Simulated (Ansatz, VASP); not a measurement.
# SnO2 (Cassiterite): VASP beside Ansatz

Aim: how closely do two programs agree when they are given the same cell, functional and k mesh?

Program: Ansatz 0.2.0. Level of theory: plane waves, with VASP 6.6.1 beside it; band structure at PBE, spin-orbit coupling and single point at PBE. Results are calculated unless marked as measured.

### 1. The starting structure

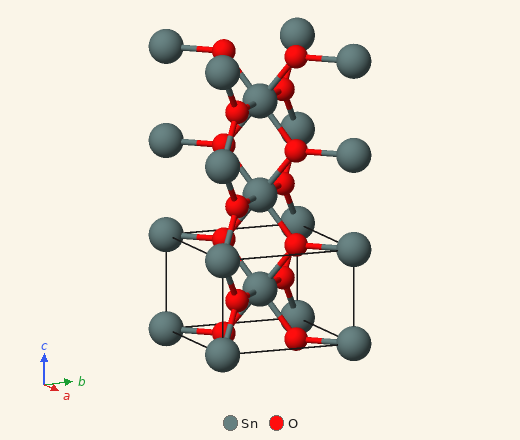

The cell as given, slightly off an axis (tin teal, oxygen red). 1×1×3 cells are drawn. Some periodic images of atoms are drawn too.

### 2. VASP: band structure, PBE, spin-orbit coupling

The same path points are solved in both programs, so levels can be compared one by one.

Lines of VASP's logs that name or quote its potential files are left out, and so is its time.

Contents of INCAR:

```
SYSTEM = SnO2
PREC = Accurate
ENCUT = 440
EDIFF = 1E-08
NELM = 100
ISMEAR = 0
SIGMA = 0.01
LREAL = .FALSE.
ALGO = Normal
GGA = PE
LNONCOLLINEAR = .TRUE.
MAGMOM = 0 0 0 0 0 0 0 0 0 0 0 0 0 0 0 0 0 0
NBANDS = 64
GGA_COMPAT = .FALSE.
LASPH = .TRUE.
LSORBIT = .TRUE.
LORBIT = 11
LWAVE = .TRUE.
LCHARG = .FALSE.
KPAR = 8
```

Contents of POSCAR:

```
SnO2
1.0
    4.7380000000      0.0000000000      0.0000000000
    0.0000000000      4.7380000000      0.0000000000
    0.0000000000      0.0000000000      3.1865000000
Sn O
2 4
Direct
    0.0000000000      0.0000000000      0.0000000000
    0.5000000000      0.5000000000      0.5000000000
    0.3071000000      0.3071000000      0.0000000000
    0.1929000000      0.8071000000      0.5000000000
    0.6929000000      0.6929000000      0.0000000000
    0.8071000000      0.1929000000      0.5000000000
```

Contents of KPOINTS:

```
Automatic mesh
0
Gamma
4 4 4
0 0 0
```

Contents of KPOINTS_OPT:

```
Line mode
12
Line-mode
Reciprocal
  0.00000000   0.00000000   0.00000000 GAMMA
  0.00000000   0.50000000   0.00000000 X

  0.00000000   0.50000000   0.00000000 X
  0.50000000   0.50000000   0.00000000 M

  0.50000000   0.50000000   0.00000000 M
  0.00000000   0.00000000   0.00000000 GAMMA

  0.00000000   0.00000000   0.00000000 GAMMA
  0.00000000   0.00000000   0.50000000 Z

  0.00000000   0.00000000   0.50000000 Z
  0.00000000   0.50000000   0.50000000 R

  0.00000000   0.50000000   0.50000000 R
  0.50000000   0.50000000   0.50000000 A

  0.50000000   0.50000000   0.50000000 A
  0.00000000   0.00000000   0.50000000 Z

  0.00000000   0.50000000   0.00000000 X
  0.00000000   0.50000000   0.50000000 R

  0.50000000   0.50000000   0.00000000 M
  0.50000000   0.50000000   0.50000000 A
```

Potentials, in the order of the species: Sn_d_GW and O_GW (PBE family, release 64).

Started as:

```sh
$ mpirun -np 8 vasp_ncl
```

Numbers of over 12 decimals in the logs are rounded to 6 here.

The log of the run:

```text
[banner, memory and clock lines left out]
running    8 mpi-ranks, on    1 nodes
 distrk:  each k-point on    1 cores,    8 groups
 distr:  one band on    1 cores,    1 groups

 POSCAR found type information on POSCAR SnO
 POSCAR found :  2 types and       6 ions
|                                                                             |
|           W    W    AA    RRRRR   N    N  II  N    N   GGGG   !!!           |
|           W    W   A  A   R    R  NN   N  II  NN   N  G    G  !!!           |
|           W    W  A    A  R    R  N N  N  II  N N  N  G       !!!           |
|           W WW W  AAAAAA  RRRRR   N  N N  II  N  N N  G  GGG   !            |
|           WW  WW  A    A  R   R   N   NN  II  N   NN  G    G                |
|           W    W  A    A  R    R  N    N  II  N    N   GGGG   !!!           |
|                                                                             |
|     For optimal performance we recommend to set                             |
|       NCORE = 2 up to number-of-cores-per-socket                            |
|     NCORE specifies how many cores store one orbital (NPAR=cpu/NCORE).      |
|     This setting can greatly improve the performance of VASP for DFT.       |
|     The default, NCORE=1 might be grossly inefficient on modern             |
|     multi-core architectures or massively parallel machines. Do your        |
|     Unfortunately you need to use the default for GW and RPA                |
|     calculations (for HF NCORE is supported but not extensively tested      |
|     yet).                                                                   |
|                                                                             |

 LDA part: xc-table for (Slater+PW92), standard interpolation
 POSCAR, INCAR and KPOINTS ok, starting setup
 FFT: planning ... GRIDC
 FFT: planning ... GRID_SOFT
 FFT: planning ... GRID
 WAVECAR not read
 entering main loop
       N       E                     dE             d eps       ncg     rms          rms(c)
DAV:   1     0.807946182413E+03    0.80795E+03   -0.15910E+04  4112   0.995E+03
DAV:   2     0.251774498468E+03   -0.55617E+03   -0.51710E+03  4288   0.225E+03
DAV:   3     0.979071928078E+00   -0.25080E+03   -0.24206E+03  4608   0.670E+02
DAV:   4    -0.379955407356E+02   -0.38975E+02   -0.38486E+02  4344   0.327E+02
DAV:   5    -0.433315253183E+02   -0.53360E+01   -0.53121E+01  4384   0.162E+02    0.287E+01
DAV:   6    -0.370538448565E+02    0.62777E+01   -0.22188E+01  4456   0.282E+02    0.142E+01
DAV:   7    -0.374211886596E+02   -0.36734E+00   -0.50587E+00  4320   0.300E+01    0.130E+01
DAV:   8    -0.374200402165E+02    0.11484E-02   -0.53099E-01  4336   0.304E+01    0.254E+00
DAV:   9    -0.374066936784E+02    0.13347E-01   -0.95562E-02  4352   0.209E+01    0.856E-01
DAV:  10    -0.374079609978E+02   -0.12673E-02   -0.13148E-02  3912   0.157E+00    0.931E-01
DAV:  11    -0.374077861739E+02    0.17482E-03   -0.12937E-03  4416   0.144E+00    0.426E-01
DAV:  12    -0.374077569932E+02    0.29181E-04   -0.73896E-04  4560   0.134E+00    0.299E-02
DAV:  13    -0.374077730888E+02   -0.16096E-04   -0.16542E-04  4560   0.197E-01    0.525E-02
DAV:  14    -0.374077728512E+02    0.23761E-06   -0.39299E-06  4464   0.784E-02    0.331E-02
DAV:  15    -0.374077724432E+02    0.40796E-06   -0.10771E-06  4384   0.593E-02    0.139E-02
DAV:  16    -0.374077724697E+02   -0.26425E-07   -0.31657E-07  4384   0.280E-02    0.627E-03
DAV:  17    -0.374077725397E+02   -0.70052E-07   -0.14541E-08  2280   0.120E-02    0.281E-03
DAV:  18    -0.374077725874E+02   -0.47638E-07   -0.10956E-07  3136   0.634E-03    0.269E-04
DAV:  19    -0.374077726205E+02   -0.33147E-07   -0.37958E-08  2560   0.350E-03    0.840E-04
DAV:  20    -0.374077726052E+02    0.15305E-07   -0.29520E-09  1888   0.194E-03    0.594E-04
DAV:  21    -0.374077726074E+02   -0.22237E-08   -0.22376E-09  1840   0.308E-03
   1 F= -.37407773E+02 E0= -.37407773E+02  d E =-.421254E-76  mag=    -0.0000     0.0000    -0.0000
 Start KPOINTS_OPT (optional k-point list driver)
k-point batch [1-18\108]
       N       E                     dE             ncg
DAV:   1     0.827834663225E+04    0.38211E+03     4144
DAV:   2    -0.147624682136E+04   -0.97546E+04     4232
DAV:   3    -0.592340894774E+04   -0.44472E+04     4608
DAV:   4    -0.668235313969E+04   -0.75894E+03     4304
DAV:   5    -0.680051989596E+04   -0.11817E+03     4360
DAV:   6    -0.680855788728E+04   -0.80380E+01     4056
DAV:   7    -0.680953905739E+04   -0.98117E+00     4224
DAV:   8    -0.680961114370E+04   -0.72086E-01     4040
DAV:   9    -0.680961918717E+04   -0.80435E-02     4200
DAV:  10    -0.680961954921E+04   -0.36204E-03     4120
DAV:  11    -0.680961957698E+04   -0.27771E-04     4144
DAV:  12    -0.680961958027E+04   -0.32907E-05     3520
DAV:  13    -0.680961958067E+04   -0.39543E-06     2560
DAV:  14    -0.680961958071E+04   -0.47393E-07     2280
DAV:  15    -0.680961958072E+04   -0.76443E-08     2016
[...]
k-point batch [91-108\108]
       N       E                     dE             ncg
DAV:   1     0.804681196325E+04   -0.19137E+05     4144
DAV:   2    -0.164635812514E+04   -0.96932E+04     4216
DAV:   3    -0.607337483475E+04   -0.44270E+04     4600
DAV:   4    -0.682661229153E+04   -0.75324E+03     4328
DAV:   5    -0.693690611639E+04   -0.11029E+03     4328
DAV:   6    -0.694436530758E+04   -0.74592E+01     4040
DAV:   7    -0.694528038220E+04   -0.91507E+00     4256
DAV:   8    -0.694535889216E+04   -0.78510E-01     4000
DAV:   9    -0.694536645152E+04   -0.75594E-02     4168
DAV:  10    -0.694536732370E+04   -0.87218E-03     4080
DAV:  11    -0.694536751292E+04   -0.18922E-03     4152
DAV:  12    -0.694536751636E+04   -0.34424E-05     3344
DAV:  13    -0.694536751674E+04   -0.37538E-06     2576
DAV:  14    -0.694536751678E+04   -0.43929E-07     2224
DAV:  15    -0.694536751678E+04   -0.28003E-08     2032
 writing wavefunctions
```

Parts of OUTCAR (step 2):

```text
ion  position               nearest neighbor table
   1  0.000  0.000  0.000-   4 2.05   6 2.05   4 2.05   6 2.05   5 2.06   3 2.06
   2  0.500  0.500  0.500-   3 2.05   5 2.05   3 2.05   5 2.05   4 2.06   6 2.06
   3  0.307  0.307  0.000-   2 2.05   2 2.05   1 2.06
   4  0.193  0.807  0.500-   1 2.05   1 2.05   2 2.06
   5  0.693  0.693  0.000-   2 2.05   2 2.05   1 2.06
   6  0.807  0.193  0.500-   1 2.05   1 2.05   2 2.06

  LATTYP: Found a simple tetragonal cell.
 ALAT       =     4.7380000000
 C/A-ratio  =     0.6725411566

 Subroutine GETGRP returns: Found 16 space group operations
 (whereof  8 operations were pure point group operations)

The static configuration has the point symmetry D_2h.
 The point group associated with its full space group is D_4h.

 Found     18 irreducible k-points:

   k-points           NKPTS =     18   k-points in BZ     NKDIM =     18   number of bands    NBANDS=     64

   dimension x,y,z NGX =    32 NGY =   32 NGZ =   24
   dimension x,y,z NGXF=    64 NGYF=   64 NGZF=   48

   ENCUT  =  440.0 eV  32.34 Ry    5.69 a.u.   8.10  8.10  5.45*2*pi/ulx,y,z

   NELECT =      52.0000    total number of electrons

 k-points in reciprocal lattice and weights: Automatic mesh
   0.00000000  0.00000000  0.00000000       0.016
   0.25000000  0.00000000  0.00000000       0.062
   0.50000000  0.00000000  0.00000000       0.031
   0.25000000  0.25000000  0.00000000       0.062
   0.50000000  0.25000000  0.00000000       0.062
   0.50000000  0.50000000  0.00000000       0.016
   0.00000000  0.00000000  0.25000000       0.031
   0.25000000  0.00000000  0.25000000       0.125
   0.50000000  0.00000000  0.25000000       0.062
[...]
0.50000000  0.25000000  0.50000000       0.062
   0.50000000  0.50000000  0.50000000       0.016

 average (electrostatic) potential at core
       1 -74.8523       2 -74.8523       3 -69.6281       4 -69.6281       5 -69.6281
       6 -69.6281

 E-fermi :   4.4756

 k-point     1 :       0.0000    0.0000    0.0000
  band No.  band energies     occupation
    ...
     48       3.5555      1.00000
     49       3.5806      1.00000
     50       3.5806      1.00000
     51       4.3465      1.00000
     52       4.3465      1.00000
     53       5.6142      0.00000
     54       5.6142      0.00000
     55      10.4965      0.00000
     56      10.4965      0.00000
     57      10.5753      0.00000
    ...

 k-point     2 :       0.2500    0.0000    0.0000
  band No.  band energies     occupation
    ...
     48       3.1562      1.00000
     49       3.6079      1.00000
     50       3.6079      1.00000
     51       4.0598      1.00000
     52       4.0598      1.00000
     53       6.9057      0.00000
     54       6.9057      0.00000
     55      10.0322      0.00000
     56      10.0322      0.00000
     57      10.9186      0.00000
    ...

 k-point     3 :       0.5000    0.0000    0.0000
  band No.  band energies     occupation
    ...
     48       3.1604      1.00000
     49       3.7116      1.00000
     50       3.7116      1.00000
     51       3.7116      1.00000
     52       3.7116      1.00000
     53       8.7819      0.00000
     54       8.7819      0.00000
     55       8.7819      0.00000
     56       8.7819      0.00000
     57      11.4165      0.00000
    ...

  Total        2.7727354      2.7727354      4.2304472     -0.0000000      0.0000000      0.0000000
  in kB       62.1033422     62.1033422     94.7529696     -0.0000000      0.0000000      0.0000000
  external PRESSURE =      72.9865514 kB  Pullay stress =       0.0000000 kB

  energy-cutoff  :      440.00
  volume of cell :       71.53
      direct lattice vectors                 reciprocal lattice vectors
     4.738000000  0.000000000  0.000000000     0.211059519  0.000000000  0.000000000
     0.000000000  4.738000000  0.000000000     0.000000000  0.211059519  0.000000000
     0.000000000  0.000000000  3.186500000     0.000000000  0.000000000  0.313823945

 POSITION                                       TOTAL-FORCE (eV/Angst)
 -----------------------------------------------------------------------------------
      0.00000      0.00000      0.00000         0.000000     -0.000000      0.000000
      2.36900      2.36900      1.59325         0.000000     -0.000000      0.000000
      1.45504      1.45504      0.00000        -0.195428     -0.195428     -0.000000
      0.91396      3.82404      1.59325         0.195428     -0.195428     -0.000000
      3.28296      3.28296      0.00000         0.195428      0.195428      0.000000
      3.82404      0.91396      1.59325        -0.195428      0.195428      0.000000
 -----------------------------------------------------------------------------------
    total drift:                                0.000000     -0.000000     -0.000000

  FREE ENERGIE OF THE ION-ELECTRON SYSTEM (eV)
  ---------------------------------------------------
  free  energy   TOTEN  =       -37.4077726074 eV

  energy  without entropy=      -37.4077726074  energy(sigma->0) =      -37.40777261

 Spin-Orbit-Coupling matrix elements
 Ion:    1  E_soc:     -0.1245287
 Ion:    2  E_soc:     -0.1245287
 Ion:    3  E_soc:     -0.0003730
 Ion:    4  E_soc:     -0.0003730
 Ion:    5  E_soc:     -0.0003730
 Ion:    6  E_soc:     -0.0003730

 total charge
# of ion       s       p       d       f       tot
--------------------------------------------------
    1        0.786   0.991  10.491   0.186  12.455
    2        0.786   0.991  10.491   0.186  12.455
    3        1.543   3.482   0.000   0.000   5.024
    4        1.543   3.482   0.000   0.000   5.024
    5        1.543   3.482   0.000   0.000   5.024
    6        1.543   3.482   0.000   0.000   5.024
--------------------------------------------------
tot          7.743  15.907  20.983   0.372  45.006

 magnetization (x)
# of ion       s       p       d       f       tot
--------------------------------------------------
    1        0.000   0.000   0.000   0.000   0.000
    2        0.000   0.000   0.000   0.000   0.000
    3        0.000   0.000   0.000   0.000   0.000
    4        0.000   0.000   0.000   0.000   0.000
    5        0.000   0.000   0.000   0.000   0.000
    6        0.000   0.000   0.000   0.000   0.000
--------------------------------------------------
tot          0.000   0.000   0.000   0.000   0.000

 magnetization (y)
# of ion       s       p       d       f       tot
--------------------------------------------------
    1        0.000   0.000   0.000   0.000   0.000
    2        0.000   0.000   0.000   0.000   0.000
    3        0.000   0.000   0.000   0.000   0.000
    4        0.000   0.000   0.000   0.000   0.000
    5        0.000   0.000   0.000   0.000   0.000
    6        0.000   0.000   0.000   0.000   0.000
--------------------------------------------------
tot          0.000   0.000   0.000   0.000   0.000

 magnetization (z)
# of ion       s       p       d       f       tot
--------------------------------------------------
    1       -0.000   0.000  -0.000   0.000  -0.000
    2       -0.000   0.000   0.000   0.000  -0.000
    3        0.000   0.000   0.000   0.000   0.000
    4        0.000   0.000   0.000   0.000   0.000
    5        0.000   0.000   0.000   0.000   0.000
    6        0.000   0.000   0.000   0.000   0.000
--------------------------------------------------
tot         -0.000   0.000  -0.000   0.000  -0.000

[... 3 further parts left out ...]
```

The run ends at a pressure of 7.30 GPa, with forces up to 0.28 eV/Å.

(Part 1 of 2 ends here.)

[Lines on the potential files, build, host, timing and source positions are cut from VASP's logs without a mark.]

[Logs are printed without paths, hosts, clocks, repeated set-up lines and the standing remarks that a program may print on its own settings, such as how far it seeks lower states.]

[Hosts, paths, dates, database ids (printed as entryN), source tags and the programs' standing remarks are cut or masked in the printed files.]
